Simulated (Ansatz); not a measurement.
**GaAsH₂ (triplet): the correlation ladder, cc-pVTZ**

How much of the correlation energy of GaAsH₂ (triplet) does each wave-function method recover here?

Computed with Ansatz 0.2.0, Gaussian basis. Level: cc-pVTZ, core rule «outside noble gas», up to 28 orbitals frozen.

To be run: UHF; CCSD(T) on ROHF; CCSD(T) on UHF; BCCD(T) on ROHF; CCSDT(Q) on ROHF; CCSDT(Q) on UHF.

12 further runs of the same task are left out: 8 for a known fault of the program, 4 set aside as unsound or not needed. Runs told in other sessions of the task aren't counted.

## 1. The system

The geometry is a PBE0/def2-TZVP stationary point (not a proven minimum). No spin-orbit coupling is included. The filled d shell of Ga, As may be among the frozen orbitals whatever the setting's name suggests.

4 atoms, charge 0, spin multiplicity 3.

Atoms are counted from 1 here; the program's logs count them from 0.

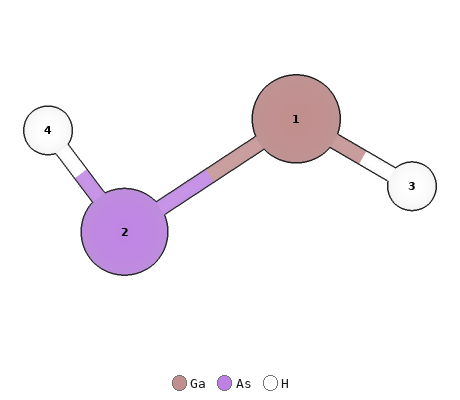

The geometry (gallium pink, arsenic purple, hydrogen white); atoms are numbered from 1 in the order of the file.

Geometry (Å):

```csv
atom,x (Å),y (Å),z (Å)
Ga1,0.0000,-0.0615,1.2744
As2,0.0000,0.0588,-1.1953
H3,0.0000,1.3435,2.0559
H4,0.0000,-1.4587,-1.3620
```

In the tables R marks a restricted open-shell determinant and U an unrestricted one; energies count from the table's Hartree-Fock row.

## 2. UHF

in.yaml

```yaml
crystal:
  periodic: [false, false, false]
  atoms:
    - {symbol: Ga, position_ang: [0.000000, -0.061519, 1.274398]}
    - {symbol: As, position_ang: [0.000000, 0.058800, -1.195307]}
    - {symbol: H, position_ang: [0.000000, 1.343482, 2.055926]}
    - {symbol: H, position_ang: [0.000000, -1.458691, -1.361996]}
basis:
  gaussian: {orbitals: cc-pVTZ}
magnetization: {spin_polarized: true, initial_magnetization: 2}
hamiltonian: {xc: hf}
output: {orbitals: {seedname: orbitals}}
```

On the command line:

```
$ ansatz run in.yaml --threads 1 --pin off --events-out ev --progress --plain --max-ram 4096MiB --backend cpu
```

What it wrote:

```text
Functional definition: HF
  name "HF"
  cite "Fock, Z. Phys. 61, 126 (1930) doi:10.1007/BF01340294"
  parent pbe
  exchange = exact_x
  correlation = 0
727 factors; integrals over basis functions are off by at most 1.3e-3 eV
mean field evaluation 1: about -113162.0822 eV, gradient 7.5e0 eV
mean field evaluation 2: about -113162.0841 eV, gradient 7.5e0 eV
mean field evaluation 4: about -113163.0008 eV, gradient 1.6e0 eV
mean field evaluation 8: about -113163.0515 eV, gradient 8.1e-3 eV
mean field evaluation 16: about -113162.8189 eV, gradient 1.3e0 eV
mean field evaluation 32: about -113162.9626 eV, gradient 8.2e-1 eV
mean field -113163.05146534 eV, -4158.6654366799 hartree, gradient 3.4e-5 eV, S^2 2.027435; 0 other end points of the search recorded, 0 dependent functions left out
reference -113163.05146534 eV, -4158.6654366799 hartree; 34, 32 occupied and 80, 82 virtual orbitals, 727 factors
Total energy: -113163.05146534 eV, -4158.6654366799 hartree
```

Wall time 5.5 s (1 thread of AMD EPYC 7R13, shared host); peak memory 0.28 GiB.

From the report: ⟨S²⟩ of the determinant 2.027 (pure triplet: 2.00).

## 3. CCSD(T) on ROHF

in.yaml: that of step 2 with these lines changed.

```diff
@@ -9,4 +9,4 @@
   gaussian: {orbitals: cc-pVTZ}
-magnetization: {spin_polarized: true, initial_magnetization: 2}
-hamiltonian: {xc: hf}
-output: {orbitals: {seedname: orbitals}}
+magnetization: {spin_polarized: false, initial_magnetization: 2}
+correlation: {method: ccsd_t, electrons: outside_noble_gas}
+output: {forces: true}
```

On the command line:

```
$ ansatz run in.yaml --threads 2 --pin off --events-out ev --progress --plain --max-ram 24576MiB --backend cuda --devices 0, --max-vram 18GiB
```

What it wrote (excerpt; [...] marks lines left out):

```text
Functional definition: HF
  name "HF"
  cite "Fock, Z. Phys. 61, 126 (1930) doi:10.1007/BF01340294"
  parent pbe
[...]
727 factors; integrals over basis functions are off by at most 1.3e-3 eV
[...]
mean field -113162.88427079 eV, -4158.6592923937 hartree, gradient 2.0e-6 eV, S^2 2.000000; 4 other end points of the search recorded, 0 dependent functions left out
[...]
determinant -113162.88427079 eV, -4158.6592923937 hartree, with singles and doubles -113168.66372446 eV, -4158.8716833985 hartree
determinant -113161.12201436 eV, -4158.5945306644 hartree, with singles and doubles -113167.03753244 eV, -4158.8119219442 hartree
determinant -113160.65862097 eV, -4158.5775012713 hartree, with singles and doubles -113166.71283851 eV, -4158.7999896623 hartree
28 core orbitals not correlated: weight in the atoms' cores, before any rotation towards them, 0.999 or more for the frozen orbitals, at most 0.001 for the correlated occupied ones
reference -113162.88427079 eV, -4158.6592923937 hartree; 6, 4 occupied and 80, 82 virtual orbitals, 727 factors
second order -4.73589506 eV of doubles, -0.08415188 eV of singles
cycle   1  -5.67254109 eV  change   -3.2e-1 eV  update   2.0e-2
[...]
cycle  13  -5.68619517 eV  change    1.1e-7 eV  update   3.4e-7
perturbative correction -0.22221835 eV, -0.0081663739 hartree
[...]
Total energy: -113168.79268431 eV, -4158.8764225857 hartree
Atom 0 at     0.000000    -0.061519     1.274398 Å, force    -0.000000    -0.133903     0.194781 eV/Å
Atom 1 at     0.000000     0.058800    -1.195307 Å, force     0.000000     0.060129    -0.258584 eV/Å
Atom 2 at     0.000000     1.343482     2.055926 Å, force    -0.000000     0.127838     0.076441 eV/Å
Atom 3 at     0.000000    -1.458691    -1.361996 Å, force    -0.000000    -0.054065    -0.012638 eV/Å
Dipole moment:    -0.000000    -0.110505     0.046187 e Å
```

It took 9 s on 1 × H100 (card shared with other runs) with 2 threads of AMD EPYC 7R13, shared host; peak host memory 1 GiB.

From the report: correlation -5.9084 eV; T1 0.026; largest double amplitude 0.03.

## 4. CCSD(T) on UHF

in.yaml: that of step 3 with these lines changed.

```diff
@@ -9,3 +9,3 @@
   gaussian: {orbitals: cc-pVTZ}
-magnetization: {spin_polarized: false, initial_magnetization: 2}
+magnetization: {spin_polarized: true, initial_magnetization: 2}
 correlation: {method: ccsd_t, electrons: outside_noble_gas}
```

Launched as before.

What it wrote (excerpt; [...] marks lines left out):

```text
Functional definition: HF
  name "HF"
  cite "Fock, Z. Phys. 61, 126 (1930) doi:10.1007/BF01340294"
  parent pbe
[...]
727 factors; integrals over basis functions are off by at most 1.3e-3 eV
[...]
mean field -113163.05146534 eV, -4158.6654366799 hartree, gradient 1.9e-6 eV, S^2 2.027435; 5 other end points of the search recorded, 0 dependent functions left out
determinant -113163.05146534 eV, -4158.6654366799 hartree, with singles and doubles -113168.67647868 eV, -4158.8721521075 hartree
determinant -113161.35084574 eV, -4158.6029400624 hartree, with singles and doubles -113167.05571048 eV, -4158.8125899747 hartree
determinant -113160.93946145 eV, -4158.5878219688 hartree, with singles and doubles -113166.68081893 eV, -4158.7988129645 hartree
determinant -113159.55791152 eV, -4158.5370509453 hartree, with singles and doubles -113165.46545192 eV, -4158.7541490504 hartree
28 core orbitals not correlated: weight in the atoms' cores, before any rotation towards them, 0.999 or more for the frozen orbitals, at most 0.001 for the correlated occupied ones
reference -113163.05146534 eV, -4158.6654366799 hartree; 6, 4 occupied and 80, 82 virtual orbitals, 727 factors
second order -4.63986245 eV of doubles, -0.00000000 eV of singles
cycle   1  -5.52184898 eV  change   -3.4e-1 eV  update   2.0e-2
[...]
cycle  13  -5.53463942 eV  change    1.4e-7 eV  update   3.2e-7
perturbative correction -0.21527871 eV, -0.0079113468 hartree
[...]
Total energy: -113168.80138347 eV, -4158.8767422740 hartree
Atom 0 at     0.000000    -0.061519     1.274398 Å, force    -0.000000    -0.133949     0.193764 eV/Å
Atom 1 at     0.000000     0.058800    -1.195307 Å, force     0.000000     0.061220    -0.256060 eV/Å
Atom 2 at     0.000000     1.343482     2.055926 Å, force     0.000000     0.127072     0.074668 eV/Å
Atom 3 at     0.000000    -1.458691    -1.361996 Å, force    -0.000000    -0.054343    -0.012372 eV/Å
Dipole moment:    -0.000000    -0.111743     0.047700 e Å
```

It took 17 s on 1 × H100 (card shared with other runs) with 2 threads of AMD EPYC 7R13, shared host; peak host memory 1 GiB.

From the report: ⟨S²⟩ of the determinant 2.027 (pure triplet: 2.00); correlation -5.7499 eV; T1 0.020; largest double amplitude 0.03.

## 5. BCCD(T) on ROHF

in.yaml: that of step 4 with these lines changed.

```diff
@@ -9,4 +9,3 @@
   gaussian: {orbitals: cc-pVTZ}
-magnetization: {spin_polarized: true, initial_magnetization: 2}
-correlation: {method: ccsd_t, electrons: outside_noble_gas}
-output: {forces: true}
+magnetization: {spin_polarized: false, initial_magnetization: 2}
+correlation: {method: bccd_t, electrons: outside_noble_gas}
```

Same command.

What it wrote (excerpt; [...] marks lines left out):

```text
Functional definition: HF
  name "HF"
  cite "Fock, Z. Phys. 61, 126 (1930) doi:10.1007/BF01340294"
  parent pbe
[...]
727 factors; integrals over basis functions are off by at most 1.3e-3 eV
[...]
mean field -113162.88427079 eV, -4158.6592923937 hartree, gradient 2.0e-6 eV, S^2 2.000000; 4 other end points of the search recorded, 0 dependent functions left out
[...]
determinant -113162.88427079 eV, -4158.6592923937 hartree, with singles and doubles -113168.66372446 eV, -4158.8716833985 hartree
determinant -113161.12201436 eV, -4158.5945306644 hartree, with singles and doubles -113167.03753244 eV, -4158.8119219442 hartree
determinant -113160.65862097 eV, -4158.5775012713 hartree, with singles and doubles -113166.71283851 eV, -4158.7999896623 hartree
28 core orbitals not correlated: weight in the atoms' cores, before any rotation towards them, 0.999 or more for the frozen orbitals, at most 0.001 for the correlated occupied ones
reference -113162.88427079 eV, -4158.6592923937 hartree; 6, 4 occupied and 80, 82 virtual orbitals, 727 factors
second order -4.73589506 eV of doubles, -0.08415188 eV of singles
cycle   1  -5.67636337 eV  change   -3.3e-1 eV  update   2.2e-2
[...]
cycle  10  -5.68454294 eV  change   -2.4e-6 eV  update   1.1e-5
perturbative correction -0.22420836 eV, -0.0082395051 hartree
Total energy: -113168.79302209 eV, -4158.8764349989 hartree
```

It took 14 s on 1 × H100 (card shared with other runs) with 2 threads of AMD EPYC 7R13, shared host; peak host memory 0.82 GiB.

From the report: correlation -5.9088 eV; largest double amplitude 0.03.

## 6. CCSDT(Q) on ROHF

in.yaml: that of step 5 with these lines changed.

```diff
@@ -10,2 +10,2 @@
 magnetization: {spin_polarized: false, initial_magnetization: 2}
-correlation: {method: bccd_t, electrons: outside_noble_gas}
+correlation: {method: ccsdt_q, electrons: outside_noble_gas}
```

Launched as before.

What it wrote (excerpt; [...] marks lines left out):

```text
Functional definition: HF
  name "HF"
  cite "Fock, Z. Phys. 61, 126 (1930) doi:10.1007/BF01340294"
  parent pbe
[...]
1364 factors; integrals over basis functions are off by at most 2.0e-7 eV
[...]
mean field -113162.88429749 eV, -4158.6592933750 hartree, gradient 3.1e-6 eV, S^2 2.000000; 4 other end points of the search recorded, 0 dependent functions left out
[...]
determinant -113162.88429749 eV, -4158.6592933750 hartree, with singles and doubles -113168.66376890 eV, -4158.8716850317 hartree
determinant -113161.12204136 eV, -4158.5945316566 hartree, with singles and doubles -113167.03758484 eV, -4158.8119238696 hartree
determinant -113160.65866043 eV, -4158.5775027216 hartree, with singles and doubles -113166.71288952 eV, -4158.7999915368 hartree
28 core orbitals not correlated: weight in the atoms' cores, before any rotation towards them, 0.999 or more for the frozen orbitals, at most 0.001 for the correlated occupied ones
reference -113162.88429749 eV, -4158.6592933750 hartree; 6, 4 occupied and 80, 82 virtual orbitals, 1364 factors
second order -4.73592105 eV of doubles, -0.08415176 eV of singles
cycle   1  -5.42387871 eV  change   -6.0e-1 eV  update   8.1e-2
[...]
cycle  17  -5.94302055 eV  change    1.7e-7 eV  update   1.2e-6
perturbative correction -0.01055462 eV, -0.0003878752 hartree
Total energy: -113168.83787266 eV, -4158.8780832270 hartree
```

It took 24 s on 1 × H100 (card shared with other runs) with 2 threads of AMD EPYC 7R13, shared host; peak host memory 1.1 GiB.

From the report: correlation -5.9536 eV; T1 0.028; largest double amplitude 0.04.

## 7. CCSDT(Q) on UHF

in.yaml: that of step 6 with these lines changed.

```diff
@@ -9,3 +9,3 @@
   gaussian: {orbitals: cc-pVTZ}
-magnetization: {spin_polarized: false, initial_magnetization: 2}
+magnetization: {spin_polarized: true, initial_magnetization: 2}
 correlation: {method: ccsdt_q, electrons: outside_noble_gas}
```

The command is unchanged.

What it wrote (excerpt; [...] marks lines left out):

```text
Functional definition: HF
  name "HF"
  cite "Fock, Z. Phys. 61, 126 (1930) doi:10.1007/BF01340294"
  parent pbe
[...]
1364 factors; integrals over basis functions are off by at most 2.0e-7 eV
[...]
mean field -113163.05149185 eV, -4158.6654376541 hartree, gradient 2.2e-6 eV, S^2 2.027435; 5 other end points of the search recorded, 0 dependent functions left out
determinant -113163.05149185 eV, -4158.6654376541 hartree, with singles and doubles -113168.67652306 eV, -4158.8721537384 hartree
determinant -113161.35087370 eV, -4158.6029410899 hartree, with singles and doubles -113167.05576268 eV, -4158.8125918930 hartree
determinant -113160.93950280 eV, -4158.5878234883 hartree, with singles and doubles -113166.68082073 eV, -4158.7988130305 hartree
determinant -113159.55793950 eV, -4158.5370519735 hartree, with singles and doubles -113165.46550687 eV, -4158.7541510698 hartree
28 core orbitals not correlated: weight in the atoms' cores, before any rotation towards them, 0.999 or more for the frozen orbitals, at most 0.001 for the correlated occupied ones
reference -113163.05149185 eV, -4158.6654376541 hartree; 6, 4 occupied and 80, 82 virtual orbitals, 1364 factors
second order -4.63988796 eV of doubles, -0.00000000 eV of singles
cycle   1  -5.25886495 eV  change   -6.2e-1 eV  update   8.2e-2
[...]
cycle  17  -5.78598258 eV  change    4.1e-7 eV  update   1.0e-6
perturbative correction -0.01057298 eV, -0.0003885499 hartree
Total energy: -113168.84804741 eV, -4158.8784571421 hartree
```

Run time: 28 s. Hardware: 1 × H100 (card shared with other runs) with 2 threads of AMD EPYC 7R13, shared host; peak host memory 1 GiB.

From the report: ⟨S²⟩ of the determinant 2.027 (pure triplet: 2.00); correlation -5.7966 eV; T1 0.022; largest double amplitude 0.04.

## 8. Misses and costs

The yardstick is UCCSDT(Q), where the cluster series has nearly closed. Rows without a time are mean-field rows or come out of runs for another level: lower rungs of the coupled-cluster runs, or the Hartree-Fock search. The times of RCCSD(T), UCCSD(T) include forces.

Differences are taken before rounding.

```csv
method,energy from the lowest ROHF (kJ/mol),from UCCSDT(Q) (kJ/mol),time
ROHF,0.0,+575.4,
UHF,-16.1,+559.3,
RMP2,-465.1,+110.4,
UMP2,-463.8,+111.6,
RCCSD,-548.6,+26.8,
UCCSD,-550.1,+25.3,
RCCSD(T),-570.1,+5.3,9 s
UCCSD(T),-570.9,+4.5,17 s
BCCD(T),-570.1,+5.3,14 s
RCCSDT,-573.4,+2.0,
UCCSDT,-574.4,+1.0,
RCCSDT(Q),-574.4,+1.0,24 s
UCCSDT(Q),-575.4,0,28 s
```

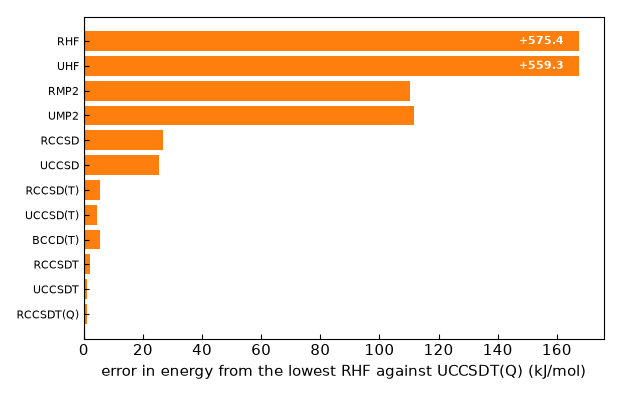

Error of each method against UCCSDT(Q). Bars with a number in them are cut short.

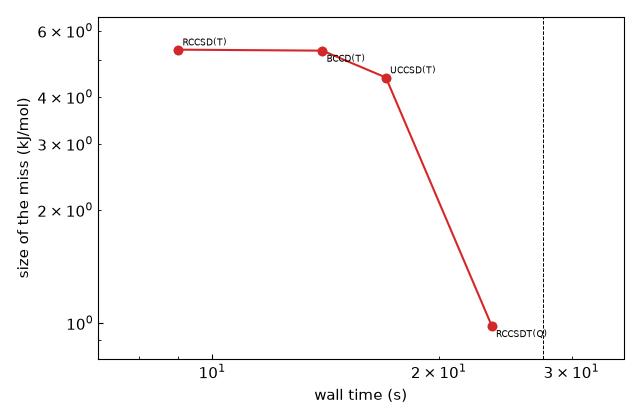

Accuracy for the time spent; red marks the levels that beat every quicker one drawn (of those quicker than the yardstick), and the dashed line is the time of UCCSDT(Q). Times are from a shared host.

With the free atoms at the same levels and basis (separate runs), the atomisation energy is 6.608 eV at UCCSDT(Q), 6.601 eV at RCCSD(T), 6.587 eV at UCCSD(T), 4.488 eV at ROHF.

## 9. What came out

| quantity | value |
| --- | --- |
| UCCSDT(Q) from the ROHF energy | -5.9638 eV |
| RMP2 from UCCSDT(Q) | +110.4 kJ/mol |
| UMP2 from UCCSDT(Q) | +111.6 kJ/mol |
| RCCSD from UCCSDT(Q) | +26.8 kJ/mol |
| RCCSD(T) from UCCSDT(Q) | +5.3 kJ/mol |
| UCCSD(T) from UCCSDT(Q) | +4.5 kJ/mol |
| RCCSDT(Q) from UCCSDT(Q) | +1.0 kJ/mol |
| levels within 1 kcal/mol (43 meV) | RCCSDT, UCCSDT, RCCSDT(Q) |
| T1 diagnostic | 0.026 |

**Reading.** RCCSD(T) misses by +5.3 kJ/mol, 0.9 % of the correlation energy. These misses are within one basis, not against nature; the frozen cores of restricted and unrestricted runs differ, which can shift their rows.

For cost: RCCSDT(Q) gets within 1.0 kJ/mol in 24 s, where UCCSDT(Q) took 28 s; the quickest level in the cost chart, RCCSD(T), takes 9 s and misses by 5.3 kJ/mol.
